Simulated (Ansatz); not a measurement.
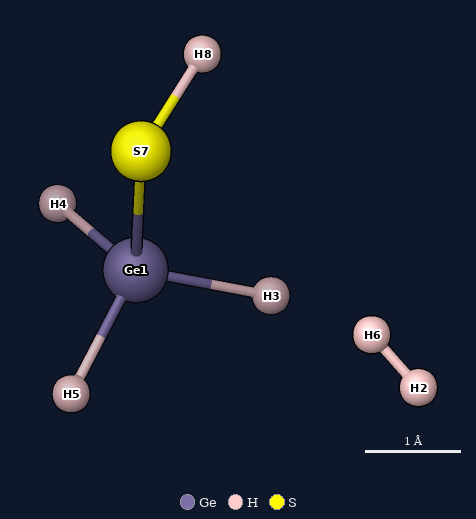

**Figure 1.** The structure as given in the input (ball-and-stick view, seen at a tilt; atoms are numbered from 1 in the order of the input). Sticks mark near contacts.

Run report: GeH₆S, single-point calculation

- system: GeH₆S
- method: RKS PBE0-D4/def2-TZVPP (Ansatz 0.2.0)

The geometry is the product side of a reaction. The reaction was set up to form Ge1–S7 and H2–H6 and to break Ge1–H2 and H6–S7 (atoms counted from 1 in the order of the input); sticks are drawn by distance alone. The geometry comes from this level: PBE0-D4/def2-TZVP.

**Log**
```
Functional definition: PBE0
  name "PBE0"
  cite "Adamo & Barone, J. Chem. Phys. 110, 6158 (1999) doi:10.1063/1.478522"
  cite "Perdew, Burke & Ernzerhof, Phys. Rev. Lett. 77, 3865 (1996) doi:10.1103/PhysRevLett.77.3865"
  parent pbe
  parameter a = 0.25
  parameter kappa = 0.804
  parameter beta = 0.06672455060314922
  exchange = (1 - a)*pbe_x(kappa = kappa, mu = beta*pi^2/3) + a*exact_x
  correlation = pbe_c(beta = beta)
1070 factors; their error is unknown
mean field evaluation 1: about -67439.4944 eV, gradient 2.1e1 eV
mean field evaluation 2: about -67439.6446 eV, gradient 2.1e1 eV
mean field evaluation 4: about -67440.1466 eV, gradient 7.6e-1 eV
mean field evaluation 8: about -67440.4280 eV, gradient 3.8e-2 eV
mean field -67440.42800037 eV, -2478.3900162497 hartree, gradient 6.6e-5 eV, S^2 0.000000; 0 other end points of the search recorded, 0 dependent functions left out
reference -67440.42803082 eV, -2478.3900173686 hartree; 27, 27 occupied and 147, 147 virtual orbitals, 1070 factors
Total energy: -67440.53128904 eV, -2478.3938120381 hartree
```

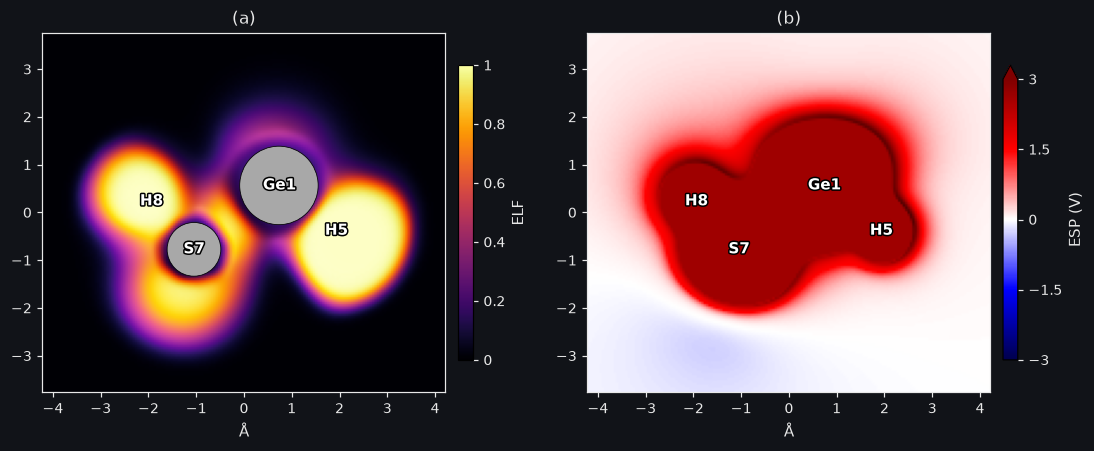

**Figure 2.** (a) electron localisation function; (b) electrostatic potential on the plane of atoms Ge1, S7 and H8. Grey discs, where drawn, cover atomic cores. The plane passes through Ge, H and S nuclei. Ge–S (2.23 Å): the ELF peaks at about 0.90 in the valence shell of S, 0.9 Å from its nucleus, and is about 0.80 at the midpoint. S–H (1.34 Å): the ELF climbs to about 1 towards the hydrogen, as it does in any bond to H. Ge–H (1.53 Å): the ELF climbs to about 1 towards the hydrogen.

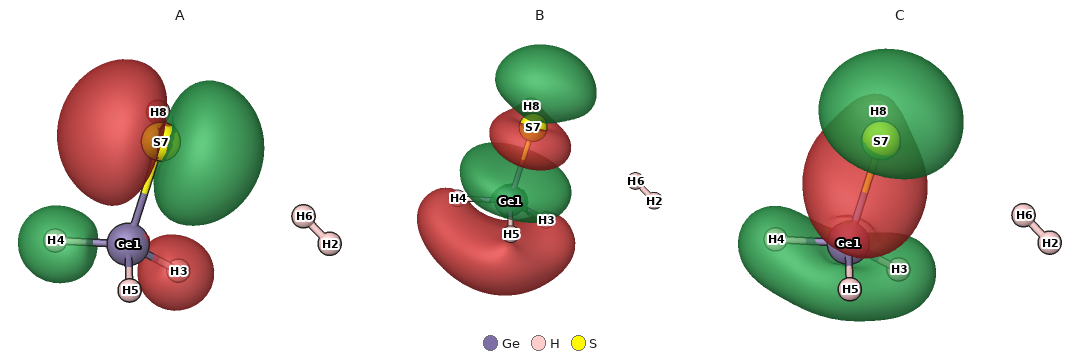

**Figure 3.** Three frontier orbitals at ±0.08 Å⁻³ᐟ² (green and red are the two phases). C is the HOMO−1 (−9.16 eV). Its weight (Hirshfeld) is mainly on S7 (65 %) and Ge1 (20 %). A is the HOMO (−7.36 eV). B is the LUMO (−0.02 eV). It lies mainly on Ge1 (45 %) and S7 (35 %). The HOMO–LUMO gap is 7.34 eV between the orbital energies.

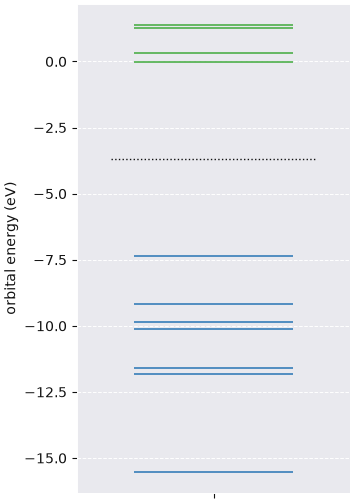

**Figure 4.** Orbital energies near the frontier; the dotted line parts filled from empty levels, and levels within 0.02 eV of each other stand side by side. Highest filled −7.36 eV, lowest empty −0.02 eV, 7.34 eV apart.

The run was set up as follows.

**Input file**
```yaml
crystal:
  periodic: [false, false, false]
  atoms:
    - {symbol: Ge, position_ang: [-1.101396, -0.039051, 0.243378]}
    - {symbol: H, position_ang: [2.314848, -1.447007, -1.144822]}
    - {symbol: H, position_ang: [-0.822420, -0.336654, -1.237307]}
    - {symbol: H, position_ang: [-2.427881, 0.723121, 0.384615]}
    - {symbol: H, position_ang: [-1.132084, -1.334620, 1.061249]}
    - {symbol: H, position_ang: [2.165740, -0.878602, -0.682293]}
    - {symbol: S, position_ang: [0.565923, 1.146316, 1.119600]}
    - {symbol: H, position_ang: [0.437372, 2.166597, 0.255679]}
basis:
  gaussian: {orbitals: def2-TZVPP}
hamiltonian: {xc: pbe0, dispersion: d4}
output: {orbitals: {seedname: orbitals}}
```

Launch command:
```bash
ansatz run in.yaml --threads 2 --pin off --events-out ev --progress --plain --max-ram 4352MiB
```

**Results in brief**

| quantity | value |
| --- | --- |
| outcome | converged |
| total energy | −67440.5313 eV |
| mean-field energy | −67440.4280 eV |
| dispersion energy | −0.1033 eV |
| SCF solution under orbital rotations | stable |
| HOMO | −7.36 eV |
| LUMO | −0.02 eV |
| hardware | 2 CPU threads, shared host |
| wall time | 2.3 s (CPU time 4.4 s) |
| peak memory | 0.36 GiB |
